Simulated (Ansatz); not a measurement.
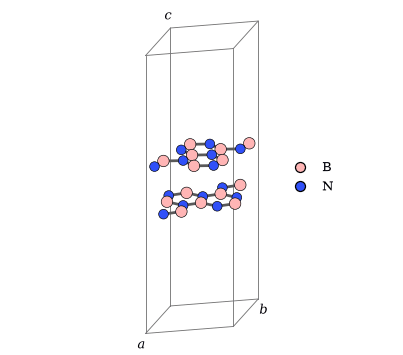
Figure: The relaxed cell of a stack of sheets

Calculation: PBE+D3(BJ) (plane waves to 420 eV, PAW; Ansatz, an electronic-structure program). Spin–orbit coupling is left out; PBE gaps are too small against experiment. Its k-point mesh 6×6×1, Fermi–Dirac width 0.01 eV. A dipole correction is on.

Which stack is drawn? Give its spacing, binding and gap.

One answer among several that fit: 2 layers of hBN, twisted by 21.8° from the antiparallel setting.
The gap between facing atomic planes is 3.45 Å, the step of the vacuum level across the stack (top less bottom) is 0.00 eV and the interaction energy of the frozen layers comes out as -15.7 meV/Å². The interaction energy without the D3 term at this geometry is +3.4 meV/Å². The PBE gap over the mesh and listed points off it is 4.44 eV. The valence and conduction edges under the vacuum level of the lower face is 5.84 and 1.40 eV.
